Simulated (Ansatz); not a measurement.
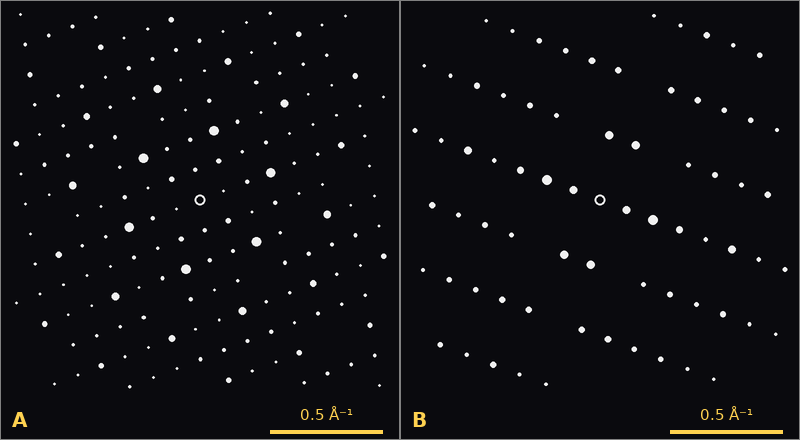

Kinematic electron diffraction patterns (200 kV, B = 0.5 Å², same scale, each along a low-index zone) of two structures of composition Ca3B, each relaxed at zero pressure with Ansatz 0.2.0, DFT PBE, scalar-relativistic, plane waves, PAW.

The structures (standard cells):
1. P6_3/mmc (No. 194), a = 9.088 Å, c = 3.766 Å (hexagonal axes), 8 atoms; generated start, possibly hypothetical
2. P2_1/m (No. 11), a = 7.477 Å, b = 3.653 Å, c = 9.002 Å, β = 102.14°, 8 atoms; generated start, possibly hypothetical

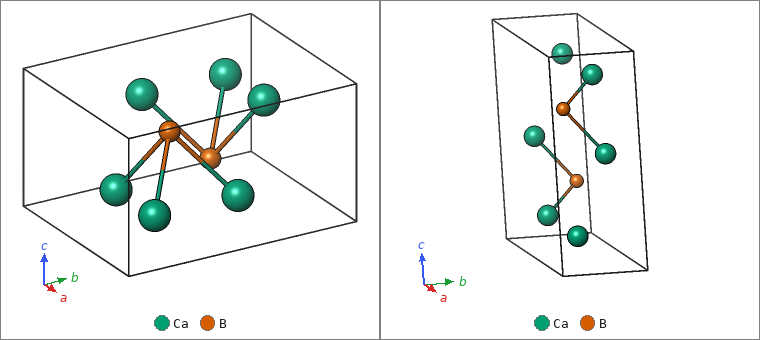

Drawings of the structures 1 to 2, from left to right (each may span several cells).

Which pattern belongs to which structure, and along which zone?

A is structure 2 along [010]: oblique net of 0 0 1 (weak) at d = 8.80 Å and 1 0 0 at d = 7.31 Å, 77.9° apart (some points of this net are extinct or too weak to see). B is structure 1 along [101] or an equivalent direction: centred rectangular net of 0 1 0 at d = 7.87 Å and 1 0 -1 at d = 3.40 Å, 77.5° apart (some points of this net are extinct or too weak to see).

Which structure lies lowest at this level of theory, and by how much?

Structure 2 (P2_1/m, 30.05 Å³ an atom) is the lowest of these; structure 1 (P6_3/mmc, 33.67 Å³ an atom) lies about 170 meV an atom higher. These are static energies at 0 K; other structures, not shown, may lie lower still.
